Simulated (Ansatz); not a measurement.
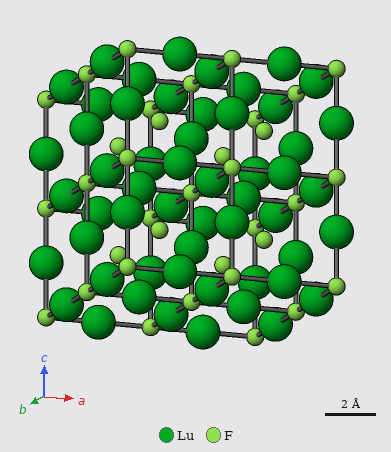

Starting structure of a crystal of Lu₃F₂ (a generated structure, set up in Pm-3m) (coarse preliminary run). Style: ball-and-stick. Shown: the cell of the calculation, repeated 2 × 2 × 2 with one cell outlined, from a free direction.

All numbers below come from DFT PBE, scalar-relativistic, plane waves, PAW (Ansatz 0.2.0).

The input:
```yaml
crystal:
  lattice:
    - [4.54923599, 0.0, 0.0]
    - [0.0, 4.54923599, 0.0]
    - [0.0, 0.0, 4.54923599]
  atoms:
    - { symbol: Lu, position: [0.5, 0.0, 0.0] }
    - { symbol: Lu, position: [0.0, 0.5, 0.0] }
    - { symbol: Lu, position: [0.0, 0.0, 0.5] }
    - { symbol: F, position: [0.0, 0.0, 0.0] }
    - { symbol: F, position: [0.5, 0.5, 0.5] }
basis:
  ecutwfc: 420
kpoints:
  mp_grid: { grid: [4, 4, 4] }
hamiltonian:
  xc: pbe
scf:
  occupations: { method: gaussian, width: 0.1 }
  lower_state_search: "off"
output:
  forces: true
  stress: true
  eigenvalues: true
relax:
  adjacent_minimum: "off"
  f_tol: 0.04
  max_steps: 70
  cell: { stress_tol: 0.4 }
```

Command:
```bash
ansatz run input.yaml --threads 1 --pin off --max-ram 2560MiB --backend cpu --events-out ev --progress --plain --runs-dir out
```

Question: Predict the outcome.

Answer: The atoms keep their places relative to the cell (all moves are under 0.005 Å). The volume changes by +20.8 %, with a = b = c 4.549 → 4.845 Å (+6.5 %). Near-neighbour distances that change, for instance: Lu1–Lu2 3.217 → 3.426 Å, Lu1–F4 2.275 → 2.423 Å. The space group stays Pm-3m (No. 221). After 3 accepted moves (5 points after the start) the energy has fallen by 109 meV per atom. All forces vanish by symmetry, so only the cell relaxes. The pressure goes from 10.47 to 0.13 GPa. The SCF was repeated twice at an unchanged geometry on a basis and grid sized afresh for the cell, which shifted the energy by 15.3 meV per atom at most.

The structure at the end:

```xyz
5
Lattice="4.8454 0.0000 0.0000 0.0000 4.8454 0.0000 0.0000 0.0000 4.8454" Properties=species:S:1:pos:R:3 pbc="T T T"
Lu    2.4227    0.0000    0.0000
Lu    0.0000    2.4227    0.0000
Lu    0.0000    0.0000    2.4227
F     0.0000    0.0000    0.0000
F     2.4227    2.4227    2.4227
```

The end point in the same view:

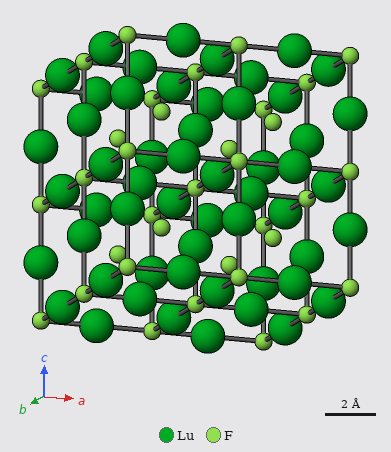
